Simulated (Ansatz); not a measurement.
Consider C2H8AlNO.

```xyz
13

N    -1.1863   -1.0316    0.9833
C     0.0984   -1.2740    0.4628
O     0.6673   -0.2342   -0.3736
C     0.9438    1.1019    0.2159
Al    0.0492    1.1912   -1.5146
H    -1.2165   -0.2984    1.6764
H    -1.8813   -0.8597    0.2696
H     0.0820   -2.1480   -0.1898
H     0.8080   -1.4325    1.2779
H     0.3412    1.2485    1.1137
H     2.0072    1.1743    0.4341
H     0.8473    1.2461   -2.8823
H    -1.5399    1.2817   -1.4585
```

Geometry: PBE0-D4/def2-TZVP.

The calculation used Ansatz 0.2.0, RKS PBE0-D4/def2-TZVPP.

What can the converged electron density and electron localisation function tell about the bonding?

C–O (1.45 Å): ρ is about 1.9 e/Å³ halfway, with its minimum of 1.6 e/Å³ about 0.5 Å from C; the ELF peaks at about 0.85 between the atoms; a polar covalent bond.
Al–O (1.93 Å): ρ is about 0.5 e/Å³ halfway; the ELF peaks at about 0.85 in the valence shell of O, 0.6 Å from its nucleus, and is about 0.35 at the midpoint.

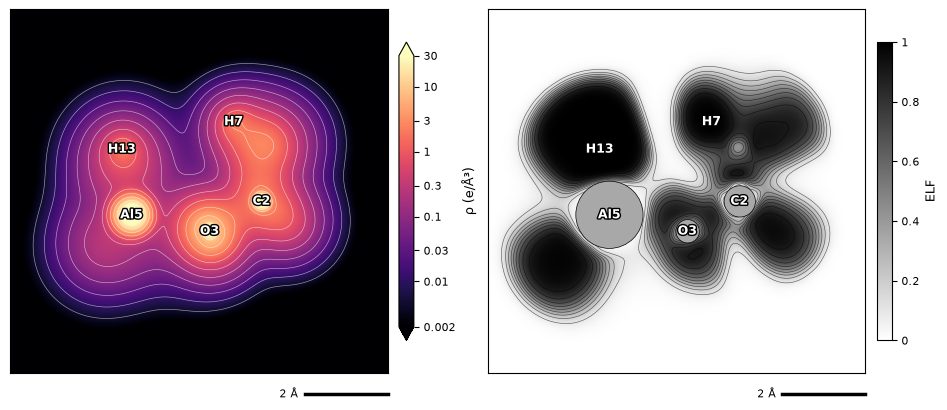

Computed electron density and electron localisation function on the plane of atoms O3, Al5 and H13, in this order. Grey discs cover the atomic cores in the ELF map. 
